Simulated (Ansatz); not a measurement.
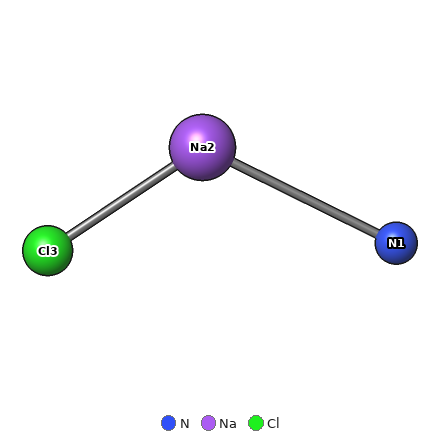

The system is N + NaCl, spin multiplicity 4; the picture shows the reference structure. Coordinates scanned: (1) distance N1–Na2; (2) distance Na2–Cl3. Nothing is relaxed (the angle N1–Na2–Cl3 is fixed at 120 degrees). Grid: 11 × 11 points. Points are written as (first, second). All energies are given in kcal/mol relative to the lowest grid point. Method: UKS PBE0-D4/def2-SVPD in Ansatz.

Its coordinates:

```yaml
atoms:
  - { symbol: N, position_ang: [-2.7200, 0.0000, 0.0000] }
  - { symbol: Na, position_ang: [0.0000, 0.0000, 0.0000] }
  - { symbol: Cl, position_ang: [1.1705, 2.0274, 0.0000] }
```

Range: distance N1–Na2 from 1.896 to 3.496 Å; distance Na2–Cl3 from 2.144 to 3.744 Å.

**What landscape does the calculation give?**

The lowest grid point is at (2.720 Å, 2.341 Å). No other kind of well shows on this grid. The highest grid point, (1.896 Å, 3.744 Å), lies 48.1 kcal/mol above the lowest.

| distance Na2–Cl3 ↓, distance N1–Na2 → | 1.896 | 1.976 | 2.093 | 2.230 | 2.382 | 2.546 | 2.720 | 2.902 | 3.093 | 3.291 | 3.496 |
| --- | --- | --- | --- | --- | --- | --- | --- | --- | --- | --- | --- |
| 3.744 | 48.1 | 42.3 | 37.0 | 34.1 | 33.0 | 33.2 | 33.7 | 34.1 | 34.9 | 35.6 | 36.1 |
| 3.539 | 44.2 | 38.3 | 33.0 | 29.9 | 28.7 | 28.7 | 29.0 | 29.2 | 29.6 | 30.1 | 30.6 |
| 3.341 | 39.7 | 33.9 | 28.5 | 25.3 | 23.9 | 23.7 | 23.9 | 24.1 | 24.1 | 24.5 | 24.9 |
| 3.150 | 34.9 | 29.1 | 23.6 | 20.3 | 18.7 | 18.3 | 18.4 | 18.7 | 18.8 | 19.0 | 19.3 |
| 2.968 | 29.9 | 24.1 | 18.6 | 15.1 | 13.4 | 12.8 | 12.8 | 13.1 | 13.4 | 13.6 | 13.9 |
| 2.794 | 25.1 | 19.2 | 13.7 | 10.2 | 8.3 | 7.6 | 7.6 | 7.8 | 8.1 | 8.4 | 8.7 |
| 2.630 | 21.0 | 15.2 | 9.6 | 6.0 | 4.1 | 3.3 | 3.2 | 3.4 | 3.7 | 4.0 | 4.3 |
| 2.478 | 18.4 | 12.6 | 7.0 | 3.3 | 1.4 | 0.6 | 0.5 | 0.6 | 0.9 | 1.2 | 1.5 |
| 2.341 | 18.1 | 12.2 | 6.6 | 3.0 | 1.0 | 0.2 | 0.0 | 0.1 | 0.4 | 0.7 | 1.0 |
| 2.224 | 20.4 | 14.6 | 8.9 | 5.3 | 3.3 | 2.4 | 2.2 | 2.4 | 2.6 | 2.9 | 3.2 |
| 2.144 | 24.1 | 18.2 | 12.6 | 8.9 | 6.9 | 6.1 | 5.9 | 6.0 | 6.2 | 6.5 | 6.8 |

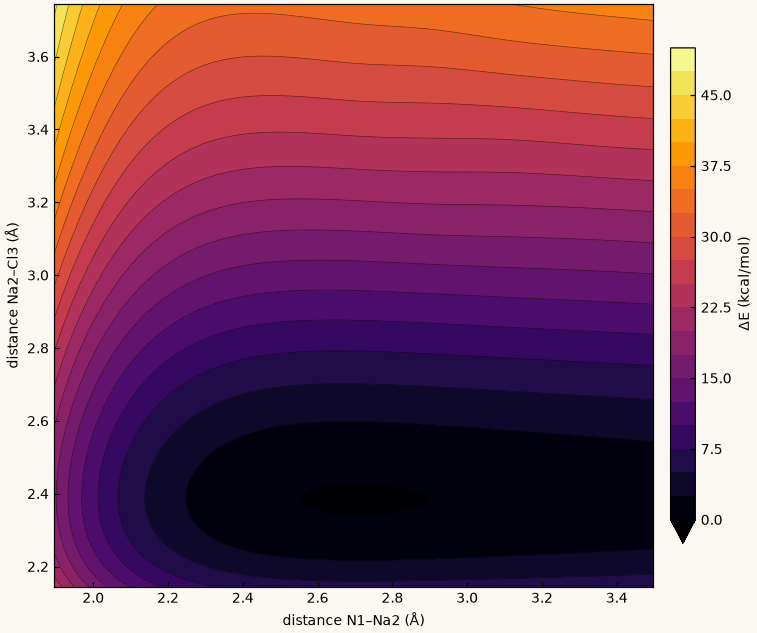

In the figure: filled contours. Between grid points the surface is interpolated.

Each point was launched as `ansatz run input.yaml --threads 1 --pin off --max-ram 2560MiB --backend cpu --events-out ev --progress --plain --runs-dir out`. The whole map (121 points run) took 22 min on 1 thread of Arm Neoverse V2, with other jobs on the host.
